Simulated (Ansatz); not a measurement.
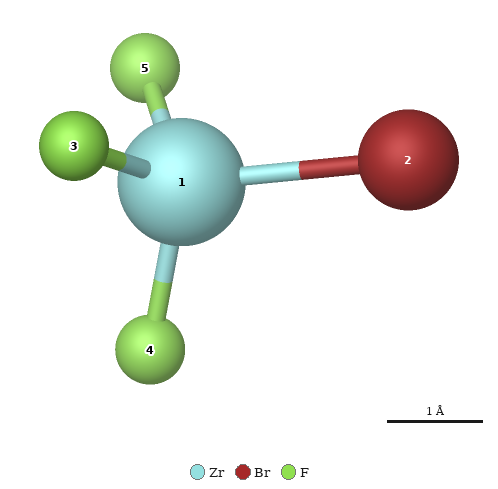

*The starting structure (ball-and-stick view, seen at a tilt; atoms are numbered from 1 in the order of the input). Sticks mark near contacts.*

**Run report: ZrBrF₃, molecular dynamics**

System: ZrBrF₃.
Method: UKS r2SCAN-d4/def2-SVP (Ansatz 0.2.0).

The geometry comes from this level: PBE0-D4/def2-SVP. Figures and captions count atoms from 1; the log counts them from 0 in places.

## Log
```
Functional definition: r2SCAN
  name "r2SCAN"
  cite "Furness, Kaplan, Ning, Perdew & Sun, J. Phys. Chem. Lett. 11, 8208 (2020) doi:10.1021/acs.jpclett.0c02405"
  cite "Furness, Kaplan, Ning, Perdew & Sun, J. Phys. Chem. Lett. 11, 9248 (2020) doi:10.1021/acs.jpclett.0c03077"
  parent r2scan
  parameter k0 = 0.174
  parameter k1 = 0.065
  parameter a1 = 4.9479
  exchange = r2scan_x(k0 = k0, k1 = k1, a1 = a1)
  correlation = r2scan_c
these checks for a lower state are left out or cut short: starts
1067 factors; their error is unknown
mean field evaluation 1: about -79463.4217 eV, gradient 4.1e1 eV
mean field evaluation 2: about -79407.7692 eV, gradient 1.4e2 eV
mean field evaluation 4: about -79468.7384 eV, gradient 5.4e0 eV
mean field evaluation 8: about -79468.8336 eV, gradient 7.2e-2 eV
mean field -79468.83363846 eV, -2920.4257703032 hartree, gradient 4.9e-5 eV, S^2 0.000000; 0 other end points of the search recorded, 0 dependent functions left out
the calculation of the forces begins
reference -79468.83369002 eV, -2920.4257721980 hartree; 37, 37 occupied and 68, 68 virtual orbitals, 1067 factors
md step     0: t =     0.00 fs  T =  1000.0 K  F+E_penalty+E_count = -79468.86042936 eV  E_kin = 0.387780 eV  conserved = -79468.47264936 eV  (27 SCF iters)
these checks for a lower state are left out or cut short: starts, cluster_reference, orbital_swaps, neighbouring_geometries, increment
1067 factors; their error is unknown
mean field evaluation 16: about -79468.9113 eV, gradient 3.4e-1 eV
mean field -79468.83420949 eV, -2920.4257912884 hartree, gradient 2.6e-5 eV, S^2 0.000000; 0 other end points of the search recorded, 0 dependent functions left out
[... from here on the field's lines of each further geometry are left out, up to the last ...]
md step     1: t =     0.50 fs  T =  1001.4 K  F+E_penalty+E_count = -79468.86098519 eV  E_kin = 0.388336 eV  conserved = -79468.47264899 eV  (33 SCF iters)
md step     2: t =     1.00 fs  T =  1001.1 K  F+E_penalty+E_count = -79468.86086268 eV  E_kin = 0.388215 eV  conserved = -79468.47264803 eV  (33 SCF iters)
md step     3: t =     1.50 fs  T =   999.1 K  F+E_penalty+E_count = -79468.86007393 eV  E_kin = 0.387427 eV  conserved = -79468.47264654 eV  (33 SCF iters)
md step     4: t =     2.00 fs  T =   995.4 K  F+E_penalty+E_count = -79468.85863961 eV  E_kin = 0.385995 eV  conserved = -79468.47264459 eV  (33 SCF iters)
md step     5: t =     2.50 fs  T =   990.1 K  F+E_penalty+E_count = -79468.85658817 eV  E_kin = 0.383946 eV  conserved = -79468.47264232 eV  (33 SCF iters)
md step     6: t =     3.00 fs  T =   983.3 K  F+E_penalty+E_count = -79468.85395466 eV  E_kin = 0.381315 eV  conserved = -79468.47263963 eV  (32 SCF iters)
md step     7: t =     3.50 fs  T =   975.1 K  F+E_penalty+E_count = -79468.85078022 eV  E_kin = 0.378144 eV  conserved = -79468.47263661 eV  (33 SCF iters)
md step     8: t =     4.00 fs  T =   965.7 K  F+E_penalty+E_count = -79468.84711091 eV  E_kin = 0.374478 eV  conserved = -79468.47263336 eV  (33 SCF iters)
md step     9: t =     4.50 fs  T =   955.1 K  F+E_penalty+E_count = -79468.84299663 eV  E_kin = 0.370367 eV  conserved = -79468.47262994 eV  (33 SCF iters)
md step    10: t =     5.00 fs  T =   943.5 K  F+E_penalty+E_count = -79468.83849023 eV  E_kin = 0.365864 eV  conserved = -79468.47262642 eV  (33 SCF iters)
md step    11: t =     5.50 fs  T =   931.0 K  F+E_penalty+E_count = -79468.83364652 eV  E_kin = 0.361024 eV  conserved = -79468.47262285 eV  (32 SCF iters)
md step    12: t =     6.00 fs  T =   917.8 K  F+E_penalty+E_count = -79468.82852136 eV  E_kin = 0.355902 eV  conserved = -79468.47261926 eV  (33 SCF iters)
md step    13: t =     6.50 fs  T =   904.0 K  F+E_penalty+E_count = -79468.82317077 eV  E_kin = 0.350555 eV  conserved = -79468.47261562 eV  (33 SCF iters)
md step    14: t =     7.00 fs  T =   889.8 K  F+E_penalty+E_count = -79468.81765052 eV  E_kin = 0.345038 eV  conserved = -79468.47261219 eV  (33 SCF iters)
the calculation of the forces begins
reference -79468.78551384 eV, -2920.4240017560 hartree; 37, 37 occupied and 68, 68 virtual orbitals, 1067 factors
these checks for a lower state are left out or cut short: starts
1067 factors; their error is unknown
mean field -79468.78546229 eV, -2920.4239998617 hartree, gradient 2.4e-5 eV, S^2 0.000000; 0 other end points of the search recorded, 0 dependent functions left out
the calculation of the forces begins
reference -79468.78551384 eV, -2920.4240017560 hartree; 37, 37 occupied and 68, 68 virtual orbitals, 1067 factors
md step    15: t =     7.50 fs  T =   875.3 K  F+E_penalty+E_count = -79468.81201475 eV  E_kin = 0.339406 eV  conserved = -79468.47260889 eV  (16 SCF iters)
```

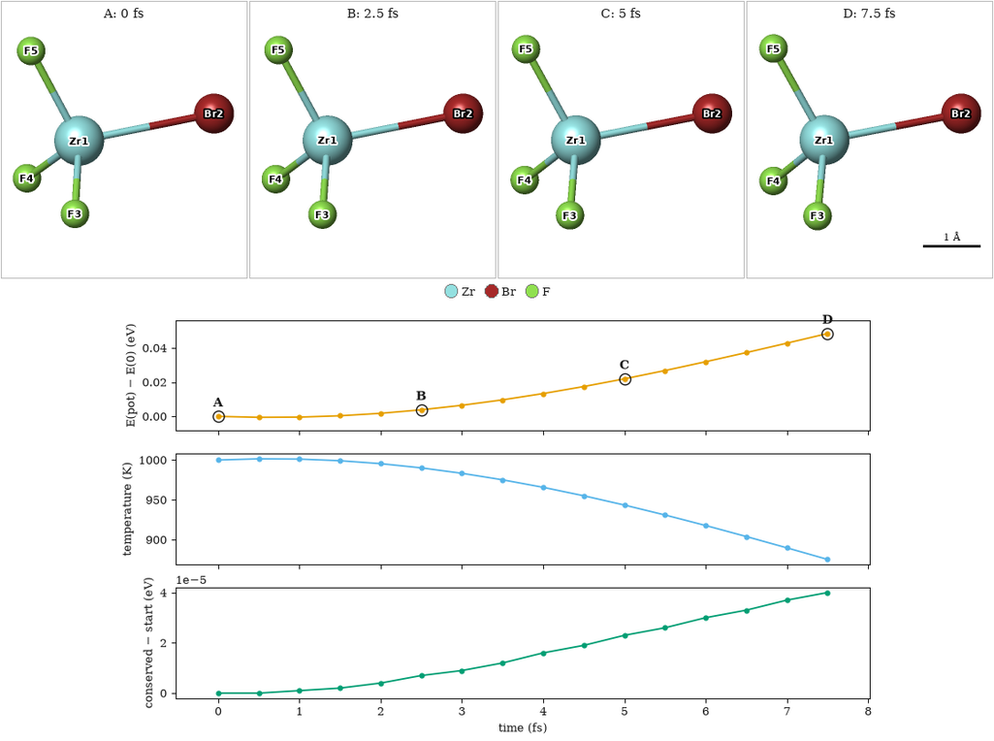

*Frames of the molecular dynamics (ball-and-stick, seen at a tilt) above the curves, on which the letters mark them.*

The trajectory kept here has 16 frames over 7.5 fs. The temperature starts at 1000 K, ranges from 875 to 1001 K and averages 923 K over the second half. The potential energy ends 0.048 eV above its first value. The conserved quantity stays within 4e-05 eV. After an unweighted best fit of the last frame on the first, the root-mean-square displacement is 0.06 Å.

```
Total energy: -79468.81206630 eV, -2920.4249775410 hartree
Atom 0 at    -0.004008    -0.010696    -0.116966 Å, force    -0.165104    -1.258966    -0.095032 eV/Å
Atom 1 at     0.004513    -0.008246     2.413440 Å, force     0.010624    -0.007948    -0.373847 eV/Å
Atom 2 at     1.759301     0.066515    -0.812151 Å, force    -0.153191    -0.074888     0.125025 eV/Å
Atom 3 at    -0.829653     1.550994    -0.745299 Å, force    -0.263856     0.309382    -0.114050 eV/Å
Atom 4 at    -0.909437    -1.582761    -0.820927 Å, force     0.571527     1.032420     0.457904 eV/Å
Dipole moment:    -0.006834     0.018417    -0.021815 e Å
Checks for a lower state left out: starts
```

## Trajectory as extended XYZ (Å, eV, eV/Å), 16 frames, from step=0 to step=15
```
5
Properties=species:S:1:pos:R:3:forces:R:3 step=0 time_fs=0.0 energy=-79468.86043 temperature=1000.0
Zr   -0.0003    0.0008   -0.1128    0.0001  -0.0014   0.1272
Br    0.0066   -0.0170    2.3829    0.0001  -0.0006   0.0953
F     1.7729    0.0098   -0.7617    0.1675   0.0010  -0.0748
F    -0.8934    1.5404   -0.7433   -0.0843   0.1454  -0.0728
F    -0.8858   -1.5341   -0.7652   -0.0834  -0.1443  -0.0748
5
Properties=species:S:1:pos:R:3:forces:R:3 step=1 time_fs=0.5 energy=-79468.86099 temperature=1001.4
Zr   -0.0005    0.0002   -0.1131   -0.0216  -0.1173   0.1130
Br    0.0064   -0.0164    2.3850    0.0010  -0.0006   0.0619
F     1.7720    0.0136   -0.7650    0.1498  -0.0024  -0.0634
F    -0.8890    1.5409   -0.7434   -0.1013   0.1653  -0.0793
F    -0.8875   -1.5376   -0.7690   -0.0279  -0.0451  -0.0322
5
Properties=species:S:1:pos:R:3:forces:R:3 step=2 time_fs=1.0 energy=-79468.86086 temperature=1001.1
Zr   -0.0008   -0.0005   -0.1133   -0.0418  -0.2303   0.0983
Br    0.0063   -0.0158    2.3870    0.0018  -0.0006   0.0288
F     1.7710    0.0174   -0.7684    0.1312  -0.0059  -0.0516
F    -0.8846    1.5414   -0.7434   -0.1177   0.1845  -0.0854
F    -0.8893   -1.5412   -0.7728    0.0265   0.0523   0.0099
5
Properties=species:S:1:pos:R:3:forces:R:3 step=3 time_fs=1.5 energy=-79468.86007 temperature=999.1
Zr   -0.0010   -0.0012   -0.1136   -0.0603  -0.3400   0.0831
Br    0.0062   -0.0152    2.3891    0.0027  -0.0007  -0.0040
F     1.7701    0.0212   -0.7718    0.1117  -0.0097  -0.0394
F    -0.8803    1.5419   -0.7435   -0.1336   0.2027  -0.0911
F    -0.8910   -1.5447   -0.7767    0.0796   0.1475   0.0514
5
Properties=species:S:1:pos:R:3:forces:R:3 step=4 time_fs=2.0 energy=-79468.85864 temperature=995.4
Zr   -0.0012   -0.0019   -0.1139   -0.0773  -0.4458   0.0677
Br    0.0060   -0.0146    2.3911    0.0035  -0.0008  -0.0367
F     1.7692    0.0250   -0.7751    0.0914  -0.0136  -0.0268
F    -0.8759    1.5425   -0.7436   -0.1489   0.2200  -0.0964
F    -0.8927   -1.5482   -0.7805    0.1313   0.2402   0.0921
5
Properties=species:S:1:pos:R:3:forces:R:3 step=5 time_fs=2.5 energy=-79468.85659 temperature=990.1
Zr   -0.0015   -0.0026   -0.1142   -0.0927  -0.5473   0.0521
Br    0.0059   -0.0141    2.3932    0.0043  -0.0010  -0.0690
F     1.7683    0.0288   -0.7785    0.0705  -0.0178  -0.0139
F    -0.8716    1.5431   -0.7437   -0.1635   0.2360  -0.1011
F    -0.8945   -1.5517   -0.7843    0.1814   0.3301   0.1319
5
Properties=species:S:1:pos:R:3:forces:R:3 step=6 time_fs=3.0 energy=-79468.85395 temperature=983.3
Zr   -0.0017   -0.0033   -0.1145   -0.1064  -0.6442   0.0364
Br    0.0057   -0.0135    2.3952    0.0050  -0.0012  -0.1010
F     1.7674    0.0326   -0.7819    0.0491  -0.0222  -0.0006
F    -0.8673    1.5437   -0.7438   -0.1774   0.2508  -0.1054
F    -0.8962   -1.5552   -0.7882    0.2297   0.4168   0.1706
5
Properties=species:S:1:pos:R:3:forces:R:3 step=7 time_fs=3.5 energy=-79468.85078 temperature=975.1
Zr   -0.0019   -0.0040   -0.1147   -0.1185  -0.7360   0.0208
Br    0.0056   -0.0129    2.3973    0.0057  -0.0016  -0.1328
F     1.7665    0.0364   -0.7853    0.0271  -0.0270   0.0128
F    -0.8630    1.5444   -0.7439   -0.1906   0.2642  -0.1091
F    -0.8978   -1.5586   -0.7919    0.2762   0.5003   0.2082
5
Properties=species:S:1:pos:R:3:forces:R:3 step=8 time_fs=4.0 energy=-79468.84711 temperature=965.7
Zr   -0.0022   -0.0048   -0.1150   -0.1291  -0.8224   0.0053
Br    0.0055   -0.0123    2.3993    0.0065  -0.0020  -0.1642
F     1.7656    0.0402   -0.7887    0.0048  -0.0319   0.0265
F    -0.8587    1.5451   -0.7440   -0.2029   0.2761  -0.1121
F    -0.8995   -1.5619   -0.7957    0.3207   0.5802   0.2445
5
Properties=species:S:1:pos:R:3:forces:R:3 step=9 time_fs=4.5 energy=-79468.84300 temperature=955.1
Zr   -0.0024   -0.0055   -0.1153   -0.1381  -0.9032  -0.0100
Br    0.0053   -0.0117    2.4014    0.0071  -0.0025  -0.1953
F     1.7647    0.0440   -0.7921   -0.0177  -0.0372   0.0404
F    -0.8545    1.5458   -0.7441   -0.2143   0.2864  -0.1146
F    -0.9010   -1.5652   -0.7994    0.3631   0.6565   0.2795
5
Properties=species:S:1:pos:R:3:forces:R:3 step=10 time_fs=5.0 energy=-79468.83849 temperature=943.5
Zr   -0.0027   -0.0063   -0.1156   -0.1458  -0.9781  -0.0251
Br    0.0052   -0.0112    2.4034    0.0078  -0.0031  -0.2260
F     1.7639    0.0477   -0.7954   -0.0404  -0.0427   0.0544
F    -0.8503    1.5466   -0.7443   -0.2249   0.2949  -0.1163
F    -0.9026   -1.5684   -0.8031    0.4034   0.7291   0.3130
5
Properties=species:S:1:pos:R:3:forces:R:3 step=11 time_fs=5.5 energy=-79468.83365 temperature=931.0
Zr   -0.0029   -0.0071   -0.1158   -0.1520  -1.0470  -0.0399
Br    0.0051   -0.0106    2.4054    0.0084  -0.0039  -0.2563
F     1.7630    0.0515   -0.7988   -0.0632  -0.0486   0.0685
F    -0.8461    1.5474   -0.7445   -0.2346   0.3017  -0.1174
F    -0.9041   -1.5715   -0.8068    0.4415   0.7977   0.3451
5
Properties=species:S:1:pos:R:3:forces:R:3 step=12 time_fs=6.0 energy=-79468.82852 temperature=917.8
Zr   -0.0032   -0.0080   -0.1161   -0.1570  -1.1096  -0.0543
Br    0.0049   -0.0100    2.4074    0.0090  -0.0047  -0.2863
F     1.7621    0.0553   -0.8021   -0.0860  -0.0547   0.0826
F    -0.8419    1.5482   -0.7447   -0.2434   0.3066  -0.1177
F    -0.9055   -1.5745   -0.8104    0.4774   0.8624   0.3757
5
Properties=species:S:1:pos:R:3:forces:R:3 step=13 time_fs=6.5 energy=-79468.82317 temperature=904.0
Zr   -0.0035   -0.0089   -0.1164   -0.1608  -1.1659  -0.0684
Br    0.0048   -0.0094    2.4095    0.0096  -0.0057  -0.3159
F     1.7612    0.0590   -0.8055   -0.1086  -0.0611   0.0968
F    -0.8378    1.5491   -0.7449   -0.2511   0.3095  -0.1172
F    -0.9069   -1.5774   -0.8140    0.5110   0.9231   0.4047
5
Properties=species:S:1:pos:R:3:forces:R:3 step=14 time_fs=7.0 energy=-79468.81765 temperature=889.8
Zr   -0.0037   -0.0098   -0.1167   -0.1635  -1.2157  -0.0819
Br    0.0046   -0.0088    2.4114    0.0101  -0.0067  -0.3451
F     1.7602    0.0628   -0.8088   -0.1311  -0.0679   0.1109
F    -0.8337    1.5500   -0.7451   -0.2580   0.3105  -0.1160
F    -0.9082   -1.5801   -0.8175    0.5424   0.9798   0.4321
5
Properties=species:S:1:pos:R:3:forces:R:3 step=15 time_fs=7.5 energy=-79468.81202 temperature=875.3
Zr   -0.0040   -0.0107   -0.1170   -0.1651  -1.2590  -0.0950
Br    0.0045   -0.0082    2.4134    0.0106  -0.0079  -0.3738
F     1.7593    0.0665   -0.8122   -0.1532  -0.0749   0.1250
F    -0.8297    1.5510   -0.7453   -0.2639   0.3094  -0.1140
F    -0.9094   -1.5828   -0.8209    0.5715   1.0324   0.4579
```

The run was set up as follows.

## Input
```yaml
crystal:
  periodic: [false, false, false]
  atoms:
    - {symbol: Zr, position_ang: [-0.000292, 0.000821, -0.112770]}
    - {symbol: Br, position_ang: [0.006566, -0.016972, 2.382915]}
    - {symbol: F, position_ang: [1.772919, 0.009837, -0.761663]}
    - {symbol: F, position_ang: [-0.893406, 1.540375, -0.743327]}
    - {symbol: F, position_ang: [-0.885778, -1.534060, -0.765153]}
basis:
  gaussian: {orbitals: def2-SVP}
magnetization: {spin_polarized: true, initial_magnetization: 0}
hamiltonian: {xc: {name: r2SCAN}, dispersion: d4}
md: {timestep: 0.5 fs, n_steps: 15, ensemble: nve, temperature: 1000, initial_velocities: maxwell_boltzmann, seed: 450}
scf: {omitted_lower_state_checks: [starts]}
```

Run as:
```bash
ansatz run in.yaml --threads 4 --pin off --events-out ev --progress --plain --max-ram 3916MiB
```

## Summary

| quantity | value |
| --- | --- |
| outcome | finished |
| mean temperature over the second half | 923 K |
| trajectory | 15 steps, 7.5 fs |
| ensemble | nve |
| temperature in the input | 1000 K |
| time step | 0.5 fs |
| potential energy (last step) | −79468.8121 eV |
| mean-field energy (last step) | −79468.7855 eV |
| dispersion energy (last step) | −0.0266 eV |
| SCF solution under orbital rotations (last step) | stable |
| largest force (length of the vector) (last step) | 1.273 eV/Å |
| dipole moment (last step) | 0.14 D |
| hardware | 4 threads of Arm Neoverse V2, 23 GiB of memory available, shared host |
| wall time | 80 s (CPU time 5.2 min) |
| peak memory | 0.28 GiB |

So short a trajectory is not equilibrated.
